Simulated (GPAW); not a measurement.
**CH6NSi (SMILES NC[SiH2]) at 4 levels**

Wanted: a comparison of 4 runs (U-r2SCAN/plane waves, URPBE/real-space grid, ULDA (PW92)/sz(dzp), URPBE/dzp) of CH6NSi. The job is set up through an ASE script.

Program for the calculation: GPAW 26.7.0.

1 further run of the same task is left out (set aside as unsound or not needed). Runs told in other sessions of the task aren't counted.

### 1 The system as given

CH6NSi has 9 atoms, charge 0, and is taken as a doublet. SMILES: `NC[SiH2]`. The shape is that of a GFN2-xTB optimisation. This is one conformer, not always the lowest.

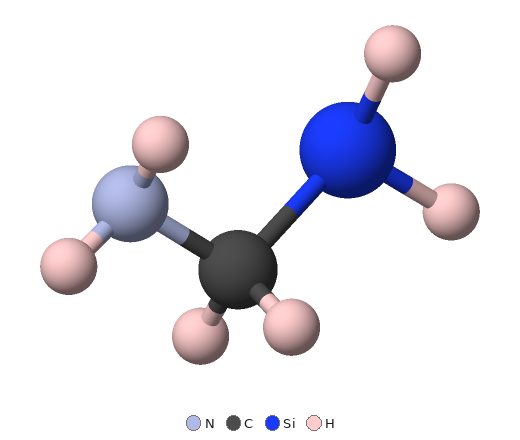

The structure, seen from a chosen angle (nitrogen light blue, carbon dark grey, silicon blue, hydrogen pink).

### 2 Energy and one-electron properties at U-r2SCAN/plane waves (scalar-relativistic datasets) (run 5)

Input file ch6nsi.xyz:

```xyz
9

N     -0.922310     0.605150    -0.873760
C      0.285840     0.489560    -0.067900
Si     0.039820    -0.838730     1.272390
H     -1.101120    -0.264730    -1.363860
H     -0.823570     1.334660    -1.572910
H      0.468760     1.462400     0.394230
H      1.182050     0.258350    -0.671740
H     -0.303570    -2.135920     0.697540
H      1.174100    -0.910740     2.186000
```

Input file run.py:

```python
import numpy as np
from ase.io import read
from ase.units import Debye
from gpaw import GPAW, PW

# Atomic positions
atoms = read("ch6nsi.xyz")
atoms.center(vacuum=4.5)
atoms.set_initial_magnetic_moments([0.333333, 0.333333, 0.333333, 0.0, 0.0, 0.0, 0.0, 0.0, 0.0])

# Calculator
calculator = GPAW(mode=PW(500),
                  occupations={"name": "fermi-dirac", "width": 0.01, "fixmagmom": True},
                  symmetry="off",
                  mixer={"name": "pulay", "beta": 0.1, "nmaxold": 5, "weight": 1.0},
                  maxiter=100,
                  xc="MGGA_X_R2SCAN+MGGA_C_R2SCAN",
                  txt="ch6nsi.txt")
atoms.calc = calculator

energy = atoms.get_potential_energy()
print(f"Energy = {energy:.5f} eV")
forces = atoms.get_forces()
print("Forces (eV/Ang)")
for symbol, f in zip(atoms.symbols, forces):
    print(f'{symbol:2} {f[0]:9.4f} {f[1]:9.4f} {f[2]:9.4f}')
dipole = atoms.get_dipole_moment() / Debye
print(f"Dipole                  {np.linalg.norm(dipole):.3f} D")
print("Moments:", atoms.get_magnetic_moments().round(3))
```

Command:

```
python3 -u run.py | tee run.out
```

Log:

```text
Energy = -46.85365 eV
Forces (eV/Ang)
N    -0.4626   -0.0337   -0.0654
C     0.2370   -0.1609   -0.0572
Si   -0.3554    0.8739   -0.0739
H    -0.0452    0.0145   -0.1273
H     0.0220   -0.0525   -0.0890
H     0.0763   -0.0597    0.1978
H     0.1009   -0.0129    0.1772
H    -0.0469   -0.4904   -0.2576
H     0.4872   -0.1293    0.2878
Dipole                  1.746 D
Moments: [-0.     0.005  0.305 -0.    -0.001  0.001  0.01   0.003  0.002]
```

ch6nsi.txt:

```text
__  _  _
 | _ |_)|_||  |
 |__||  | ||/\| - 26.7.0

units:  Angstrom and eV
cores:  1
OpenMP: False

Versions:
  Python: 3.12.14
  ASE:    3.29.0
  Numpy:  2.5.5
  Scipy:  1.18.1
  Libxc:  7.0.0

        _gpaw.cpython-312-aarch64-linux-gnu.so

[... 3 lines left out ...]
  mixer=Pulay(name='pulay', nmaxold=5, beta=0.1, weight=1.0, sigma=0.015, g_ss=None),
[... 192 lines left out ...]
Reference energy: -10470.634843  # eV
[... 25 lines left out ...]
convergence criteria:
[... 14 lines left out ...]
Converged in 21 steps
[... 15 lines left out ...]
dipole moment: (0.203923, 0.063783, -0.294144)  # |e|*Ang
[... 30 lines left out ...]
Forces  # eV/Ang
|        x |        y |        z |
|----------|----------|----------|
| -0.46259 | -0.03372 | -0.06540 |  # N    0
|  0.23702 | -0.16086 | -0.05723 |  # C    1
| -0.35545 |  0.87395 | -0.07394 |  # Si   2
[... 5 lines of this table left out ...]
|  0.48718 | -0.12933 |  0.28780 |  # H    8

Force computation time: 1.311  # s

timing:  # [seconds]
  Total:  171.665  # ━━━━━━━━━━━━━━━━━━━━━━━━━━━━━━━━━━━━━━━━━━━━━━━━━━━━━━━━
  Init:     4.540  # ━╸
  SCF:    165.740  # ━━━━━━━━━━━━━━━━━━━━━━━━━━━━━━━━━━━━━━━━━━━━━━━━━━━━━━
  Forces:   1.311  # ╸

Max RSS: 962.879  # MiB
```

It took 2.9 min on 1 thread of Arm Neoverse V1, shared host; peak memory 0.94 GiB.

### 3 Energy and one-electron properties at URPBE/real-space grid (scalar-relativistic datasets) (run 3)

Input file mol.xyz:

```xyz
9

N     -0.922310     0.605150    -0.873760
C      0.285840     0.489560    -0.067900
Si     0.039820    -0.838730     1.272390
H     -1.101120    -0.264730    -1.363860
H     -0.823570     1.334660    -1.572910
H      0.468760     1.462400     0.394230
H      1.182050     0.258350    -0.671740
H     -0.303570    -2.135920     0.697540
H      1.174100    -0.910740     2.186000
```

Input file run.py:

```python
import numpy as np
from ase.io import read
from ase.units import Debye
from gpaw import GPAW

system = read('mol.xyz')
system.center(vacuum=4.5)
system.set_initial_magnetic_moments([0.333333, 0.333333, 0.333333, 0.0, 0.0, 0.0, 0.0, 0.0, 0.0])

calculator = GPAW(mode='fd',
                  h=0.25,
                  xc='RPBE',
                  occupations={'name': 'fermi-dirac', 'width': 0.01, 'fixmagmom': True},
                  maxiter=100,
                  symmetry='off',
                  txt='-')
system.calc = calculator

energy = system.get_potential_energy()
print(f'Energy = {energy:.5f} eV')
forces = system.get_forces()
print('Forces (eV/Ang)')
for symbol, f in zip(system.symbols, forces):
    print(f'{symbol:2} {f[0]:9.4f} {f[1]:9.4f} {f[2]:9.4f}')
dipole = system.get_dipole_moment() / Debye
print(f'Dipole                  {np.linalg.norm(dipole):.3f} D')
print('Moments:', system.get_magnetic_moments().round(3))
```

Command:

```
python run.py > run.log
```

Log:

```text
[...]
Number of symmetries: 1
[...]
  Number of IBZ points: 1
[...]
Spin-components: 2 (collinear spins)
Bands:           16
[...]
  Valence electrons: 19.0
[...]
  Grid points: [44 52 52]
  Charge: 0.0  # |e|
[...]
    cutoffs:
[...]
occupation numbers:
  Fixed magnetic moment: 1.000
[...]
xc functional:
  name: RPBE with 2 nearest neighbor stencil
[...]
|iter     |     time |      energy | eigst |  dens |  magmom |
[...]
|iter:   1| 00:00:02 |  -44.759134 | +1.06 |       |  +0.9958|
[...]
|iter:  16| 00:00:21 |  -40.999359c| -7.50c| -5.67c|  +1.0000|
Converged in 16 steps
[...]
Energy contributions relative to reference atoms: (reference = -10478.757149)
Energy contributions:
  Kinetic:          48.187425
  Coulomb:         -51.683850
  Zero:              1.600760
  External:          0.000000
  Xc:              -39.103695
  Entropy:          -0.000000
  Spinorbit:         0.000000
  ----------------------------
  Free energy:     -40.999359
  Extrapolated:    -40.999359
dipole moment: (0.198674, 0.072122, -0.307858)  # |e|*Ang
Total magnetic moment: (0.000000, 0.000000, 0.999999)
Local magnetic moments
|        x |        y |         z |
|----------|----------|-----------|
| 0.000000 | 0.000000 | -0.000046 |  # N    0
| 0.000000 | 0.000000 |  0.005403 |  # C    1
| 0.000000 | 0.000000 |  0.296867 |  # Si   2
| 0.000000 | 0.000000 | -0.000061 |  # H    3
| 0.000000 | 0.000000 | -0.000403 |  # H    4
| 0.000000 | 0.000000 |  0.001175 |  # H    5
| 0.000000 | 0.000000 |  0.009944 |  # H    6
| 0.000000 | 0.000000 |  0.004532 |  # H    7
[...]
Fermi levels: -4.587, -3.013
[...]
Gap: 1.865 eV
Transition (v -> c):
[...]
H     0.5857   -0.0820    0.0334
H    -0.1501   -0.1322    0.0800
H     0.4689   -0.4845   -0.0520
H     0.1141    0.0812    0.6834
Dipole                  1.794 D
Moments: [-0.     0.005  0.297 -0.    -0.     0.001  0.01   0.005  0.003]
```

Wall time 22 s (1 thread of Arm Neoverse V1, shared host); peak memory 0.45 GiB.

Run 1 isn't shown in full; the table further down has it.

### 4 The charge distribution at URPBE/dzp (scalar-relativistic datasets) (run 2)

Input file gs.xyz:

```xyz
9

N     -0.922310     0.605150    -0.873760
C      0.285840     0.489560    -0.067900
Si     0.039820    -0.838730     1.272390
H     -1.101120    -0.264730    -1.363860
H     -0.823570     1.334660    -1.572910
H      0.468760     1.462400     0.394230
H      1.182050     0.258350    -0.671740
H     -0.303570    -2.135920     0.697540
H      1.174100    -0.910740     2.186000
```

Input file gs.py:

```python
import numpy as np
from ase.io import read
from ase.units import Debye
from gpaw import GPAW

# Structure
atoms = read('gs.xyz')
atoms.center(vacuum=4.5)
atoms.set_initial_magnetic_moments([0.333333, 0.333333, 0.333333, 0.0, 0.0, 0.0, 0.0, 0.0, 0.0])

# Ground state
gpaw_calc = GPAW(mode='lcao',
                 symmetry='off',
                 xc='RPBE',
                 basis='dzp',
                 maxiter=100,
                 occupations={'name': 'fermi-dirac', 'width': 0.01, 'fixmagmom': True},
                 h=0.22,
                 txt='gs.txt')
atoms.calc = gpaw_calc

energy = atoms.get_potential_energy()
print(f'Energy = {energy:.5f} eV')
forces = atoms.get_forces()
print('Forces (eV/Ang)')
for symbol, f in zip(atoms.symbols, forces):
    print(f'{symbol:2} {f[0]:9.4f} {f[1]:9.4f} {f[2]:9.4f}')
dipole = atoms.get_dipole_moment() / Debye
print(f'Dipole = {np.linalg.norm(dipole):.3f} D')
print('Moments:', atoms.get_magnetic_moments().round(3))
```

Command:

```
python3 -u gs.py | tee gs.out
```

Log:

```text
Energy = -39.05959 eV
Forces (eV/Ang)
N    -0.8591   -0.0395    1.1644
C    -0.0951   -0.4227   -0.1391
Si   -0.6461    0.9689    0.1894
H    -0.1455   -0.7323   -0.5262
H     0.1454    0.4928   -0.6745
H     0.2177    0.6396    0.4790
H     0.7450   -0.1279   -0.1491
H    -0.1541   -0.8577   -0.3643
H     0.8087   -0.2289    0.5210
Dipole = 1.536 D
Moments: [-0.     0.004  0.308 -0.    -0.     0.001  0.01   0.004  0.002]
```

gs.txt:

```text
__  _  _
 | _ |_)|_||  |
 |__||  | ||/\| - 26.7.0

units:  Angstrom and eV
cores:  1
OpenMP: False

Versions:
  Python: 3.12.14
  ASE:    3.29.0
  Numpy:  2.5.5
  Scipy:  1.18.1
  Libxc:  7.0.0

        _gpaw.cpython-312-aarch64-linux-gnu.so

[... 64 lines left out ...]
|   |                                coordinates |     weight |
[... 178 lines left out ...]
  Fourier metric: weight=20.0, sigma=0.015
[... 236 lines left out ...]
Reference energy: -10478.757149  # eV
[... 31 lines left out ...]
convergence criteria:
[... 14 lines left out ...]
Converged in 11 steps
[... 15 lines left out ...]
dipole moment: (0.148911, 0.067110, -0.274937)  # |e|*Ang
[... 30 lines left out ...]
Forces  # eV/Ang
|        x |        y |        z |
|----------|----------|----------|
| -0.85906 | -0.03949 |  1.16444 |  # N    0
| -0.09508 | -0.42270 | -0.13908 |  # C    1
| -0.64610 |  0.96886 |  0.18940 |  # Si   2
[... 5 lines of this table left out ...]
|  0.80874 | -0.22886 |  0.52100 |  # H    8

Force computation time: 0.349  # s

timing:  # [seconds]
  Total:  13.078  # ━━━━━━━━━━━━━━━━━━━━━━━━━━━━━━━━━━━━━━━━━━━━━━━━━━━━━━━━━
  Init:    3.884  # ━━━━━━━━━━━━━━━━━
  SCF:     8.818  # ━━━━━━━━━━━━━━━━━━━━━━━━━━━━━━━━━━━━━━╸
  Forces:  0.349  # ━╸

Max RSS: 637.418  # MiB
```

Run time: 14 s. Hardware: 1 thread of Arm Neoverse V1, shared host; peak memory 0.62 GiB.

### 5 Overview of the runs

| run | level | mode | plane-wave cutoff | energy (Eh) | dipole moment (D) | HOMO energy (eV) | LUMO energy (eV) | wall time |
| --- | --- | --- | --- | --- | --- | --- | --- | --- |
| 5 | U-r2SCAN/plane waves (scalar-relativistic datasets) | pw | 500 | -386.510573 | 1.75 | -5.05 | -2.46 | 2.9 min |
| 3 | URPBE/real-space grid (scalar-relativistic datasets) | fd | – | -386.593921 | 1.79 | -4.73 | -2.87 | 22 s |
| 1 | ULDA (PW92)/sz(dzp) (scalar-relativistic datasets) | lcao | – | -384.246686 | 1.77 | -5.67 | -4.73 | 5.6 s |
| 2 | URPBE/dzp (scalar-relativistic datasets) | lcao | – | -386.522636 | 1.54 | -4.58 | -2.69 | 14 s |

### 6 Summary of results

| quantity | value |
| --- | --- |
| run 2, URPBE/dzp: energy as printed (from the program's reference atoms) | -39.0596 eV |
| run 2, URPBE/dzp: dipole moment | 1.54 D |
| run 2, URPBE/dzp: HOMO energy (highest over α and β) | -4.58 eV |
| run 2, URPBE/dzp: LUMO energy (lowest over α and β) | -2.69 eV |

In words: The dipole moment (its size) runs from 1.54 D (URPBE/dzp) to 1.79 D (URPBE/real-space grid). Totals of different functionals can't be ranked against each other. All runs together took 3.6 min, the longest 2.9 min.
